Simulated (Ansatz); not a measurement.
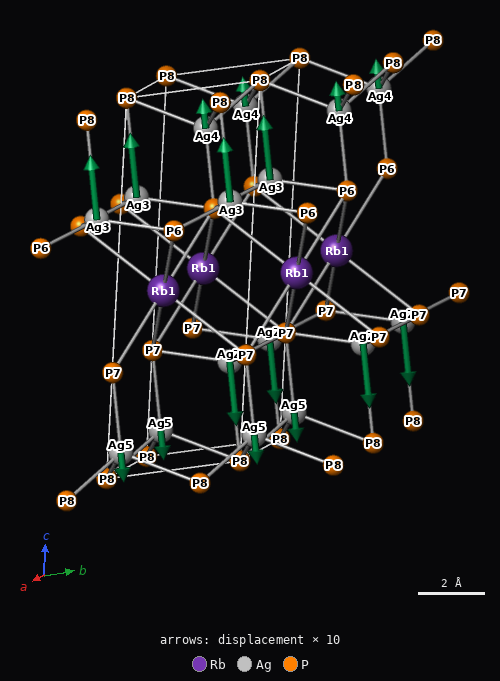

This is a relaxation of crystalline RbAg4P3 (a generated structure, set up in R-3m) (cell charge −2). The starting structure is drawn; green arrows show the displacements (the part carried along by the change of the cell is left out), magnified 10 times.

A ball-and-stick model of the cell of the calculation, repeated 2 × 2 × 1 with one cell outlined, seen slightly off an axis.

Computed with DFT, PAW plane waves, PBEsol in Ansatz 0.2.0. Settings: plane-wave cutoff 420 eV; k-point mesh 5 × 5 × 5; occupations cold; smearing width 0.0677 eV; no spin polarisation; cell and atoms relaxed; at most 40 steps.

### Which element moves most?

Silver: up to 0.20 Å, against 0.01 Å for phosphorus.

### What did the optimiser do to the structure, and how much energy did it gain?

The largest moves relative to the cell, 0.20 Å, are those of Ag2 and Ag3. Ag2 goes along [−1 1 −3]. Largest moves by element: Ag 0.20 Å, P 0.01 Å. Rb stays in place. Cell: a = b 4.227 → 4.167 Å (−1.4 %), c 11.709 → 11.230 Å (−4.1 %), α 79.6° → 79.3°, β 100.4° → 100.7°. Volume −6.9 %. Among the contacts that change: Ag2–P8 3.101 → 2.767 Å, Ag4–P8 2.671 → 2.584 Å, Rb1–P6 3.248 → 3.170 Å, Rb1–Ag2 3.584 → 3.629 Å. Bond angles that change, for instance: P6–Ag3–P8 101.2° → 105.2°, P6–Ag3–P6 116.3° → 113.4°, P8–Ag5–P8 104.6° → 107.4°. The space group stays R-3m (No. 166). After 6 accepted moves (7 points after the start) the energy has risen by 2.017 eV per cell of the calculation. Largest force component: 0.3 eV/Å at the start, 0.00032 eV/Å at the end. Pressure: −4.10 GPa at the start and 0.00 GPa at the end. The SCF was repeated once at an unchanged geometry on a basis and grid sized afresh for the cell, which shifted the energy by 2.4 meV per cell of the calculation at most. Cost: 2.2 min on 1 thread of Arm Neoverse V1, on a shared host, peak memory 0.5 GiB.

Limits of the set-up: the cell is charged, on a uniform background, and energies carry no finite-size correction.
